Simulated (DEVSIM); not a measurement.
Device: Al/Al2O3/n-Si capacitor, at 300 K.

```csv
layer (left to right),material,thickness (nm),Nd (cm⁻³)
1,Al2O3,14.0,-
2,Si,7900,2.6e14
```

Metal gate on the left, work function 4.1 eV. Fixed charge at the semiconductor interface 0 cm⁻² (in units of +e); no interface traps.

The device is made up for the run: typed textbook-type constants, with dimensions and the other settings drawn at random. Values at 300 K.

| parameter | Al2O3 | Si |
|---|---|---|
| gap (eV) | 6.8 | 1.124 |
| affinity (eV) | 1.35 | 4.05 |
| permittivity | 9 | 11.7 |
| Nc (cm⁻³) | - | 2.86e19 |
| Nv (cm⁻³) | - | 3.1e19 |

Model (solved in DEVSIM): 1D Poisson equation in equilibrium, Boltzmann statistics, complete ionisation; no quantum confinement or tunnelling. Metal contacts follow the ideal Schottky-Mott rule: no Fermi-level pinning, no interface dipoles.

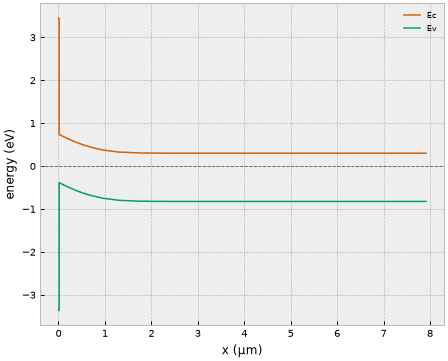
Figure. Band edges at -0.7 V on the gate

Energies count from the Fermi level of the right contact; mesh points crowd at the junctions.

```json
[
 {"x (μm)": "0.000", "Ec (eV)": "3.450", "Ev (eV)": "-3.350", "n (cm⁻³)": "< 1e2", "p (cm⁻³)": "< 1e2", "field (V/cm)": "-7500"},
 {"x (μm)": "0.001512", "Ec (eV)": "3.449", "Ev (eV)": "-3.351", "n (cm⁻³)": "< 1e2", "p (cm⁻³)": "< 1e2", "field (V/cm)": "-7500"},
 {"x (μm)": "0.004831", "Ec (eV)": "3.446", "Ev (eV)": "-3.354", "n (cm⁻³)": "< 1e2", "p (cm⁻³)": "< 1e2", "field (V/cm)": "-7500"},
 {"x (μm)": "0.009895", "Ec (eV)": "3.443", "Ev (eV)": "-3.357", "n (cm⁻³)": "< 1e2", "p (cm⁻³)": "< 1e2", "field (V/cm)": "-7500"},
 {"x (μm)": "0.01340", "Ec (eV)": "3.440", "Ev (eV)": "-3.360", "n (cm⁻³)": "< 1e2", "p (cm⁻³)": "< 1e2", "field (V/cm)": "-7500"},
 {"x (μm)": "0.01464", "Ec (eV)": "0.739", "Ev (eV)": "-0.385", "n (cm⁻³)": "1.1e7", "p (cm⁻³)": "1.1e13", "field (V/cm)": "-5800"},
 {"x (μm)": "0.01719", "Ec (eV)": "0.738", "Ev (eV)": "-0.386", "n (cm⁻³)": "1.2e7", "p (cm⁻³)": "1.0e13", "field (V/cm)": "-5800"},
 {"x (μm)": "0.02758", "Ec (eV)": "0.732", "Ev (eV)": "-0.392", "n (cm⁻³)": "1.5e7", "p (cm⁻³)": "8.0e12", "field (V/cm)": "-5700"},
 {"x (μm)": "0.04842", "Ec (eV)": "0.720", "Ev (eV)": "-0.404", "n (cm⁻³)": "2.3e7", "p (cm⁻³)": "5.0e12", "field (V/cm)": "-5600"},
 {"x (μm)": "0.1017", "Ec (eV)": "0.690", "Ev (eV)": "-0.434", "n (cm⁻³)": "7.2e7", "p (cm⁻³)": "1.6e12", "field (V/cm)": "-5400"},
 {"x (μm)": "0.2273", "Ec (eV)": "0.626", "Ev (eV)": "-0.498", "n (cm⁻³)": "8.8e8", "p (cm⁻³)": "1.3e11", "field (V/cm)": "-4900"},
 {"x (μm)": "0.7150", "Ec (eV)": "0.434", "Ev (eV)": "-0.690", "n (cm⁻³)": "1.5e12", "p (cm⁻³)": "7.9e7", "field (V/cm)": "-3000"},
 {"x (μm)": "1.766", "Ec (eV)": "0.305", "Ev (eV)": "-0.819", "n (cm⁻³)": "2.2e14", "p (cm⁻³)": "540000", "field (V/cm)": "-180"},
 {"x (μm)": "4.223", "Ec (eV)": "0.300", "Ev (eV)": "-0.824", "n (cm⁻³)": "2.6e14", "p (cm⁻³)": "450000", "field (V/cm)": "≈ 0"},
 {"x (μm)": "6.788", "Ec (eV)": "0.300", "Ev (eV)": "-0.824", "n (cm⁻³)": "2.6e14", "p (cm⁻³)": "450000", "field (V/cm)": "≈ 0"},
 {"x (μm)": "7.464", "Ec (eV)": "0.300", "Ev (eV)": "-0.824", "n (cm⁻³)": "2.6e14", "p (cm⁻³)": "450000", "field (V/cm)": "≈ 0"},
 {"x (μm)": "7.728", "Ec (eV)": "0.300", "Ev (eV)": "-0.824", "n (cm⁻³)": "2.6e14", "p (cm⁻³)": "450000", "field (V/cm)": "≈ 0"},
 {"x (μm)": "7.840", "Ec (eV)": "0.300", "Ev (eV)": "-0.824", "n (cm⁻³)": "2.6e14", "p (cm⁻³)": "450000", "field (V/cm)": "≈ 0"},
 {"x (μm)": "7.892", "Ec (eV)": "0.300", "Ev (eV)": "-0.824", "n (cm⁻³)": "2.6e14", "p (cm⁻³)": "450000", "field (V/cm)": "≈ 0"},
 {"x (μm)": "7.906", "Ec (eV)": "0.300", "Ev (eV)": "-0.824", "n (cm⁻³)": "2.6e14", "p (cm⁻³)": "450000", "field (V/cm)": "≈ 0"},
 {"x (μm)": "7.911", "Ec (eV)": "0.300", "Ev (eV)": "-0.824", "n (cm⁻³)": "2.6e14", "p (cm⁻³)": "450000", "field (V/cm)": "≈ 0"},
 {"x (μm)": "7.914", "Ec (eV)": "0.300", "Ev (eV)": "-0.824", "n (cm⁻³)": "2.6e14", "p (cm⁻³)": "450000", "field (V/cm)": "≈ 0"}
]
```
